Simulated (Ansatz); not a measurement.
```xyz
9

B    -0.690    0.871   -0.689
C    -0.378   -0.460    0.065
B     1.093   -0.424    0.586
F    -0.758   -1.634   -0.596
H    -1.055    0.842   -1.847
H    -0.554    1.926   -0.103
H    -0.972   -0.338    1.019
H     1.877   -1.289    0.253
H     1.435    0.480    1.320
```

**Where will the first 5 clear peaks of this molecule's radial distribution curve from gas electron diffraction lie, and which pairs make them?**

Peak 1, 1.42 Å: B–H 1.21 Å (×4), F–C 1.40 Å, not resolved
Peak 2, 1.53 Å: C–B 1.56 Å (×2)
Peak 3, 2.11 Å: F···H 2.08 Å, B···H 2.11 Å (×2), H···H 2.11 Å (×2)
Peak 4, 2.50 Å: C···H 2.40–2.41 Å (×4), F···B 2.51 Å (×2), B···B 2.55 Å, not resolved; in its flanks F···H 2.79 Å
Peak 5, 3.56 Å: B···H 3.48 Å (×2), F···H 3.60 Å (×2), not resolved

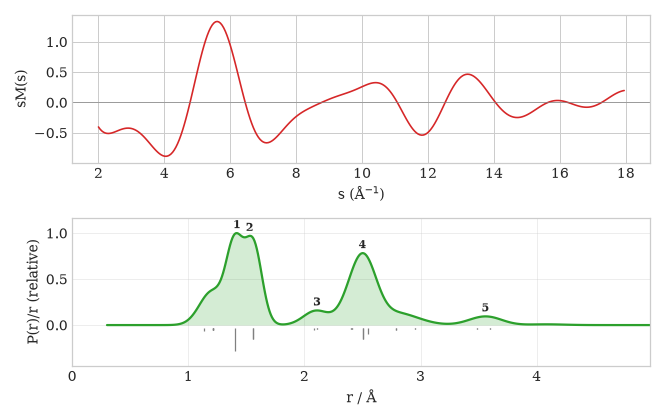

Simulated gas electron diffraction: reduced molecular intensity sM(s) from the Debye equation in the first Born approximation (top) and the radial distribution curve (bottom) of CH5B2F. Each pair of atoms contributes with weight ZᵢZⱼ/r (bars below the curve); damping constant 0.0015 Å²; vibrational amplitudes assumed, not computed: 0.05 Å for bonds, 0.078 Å for bonds to H, 0.06 + 0.015 r up to 0.15 Å for other pairs. The geometry is the end point of an optimisation (Ansatz 0.2.0, RKS revPBE-D4/def2-SVP); it may be a saddle point or a higher isomer.
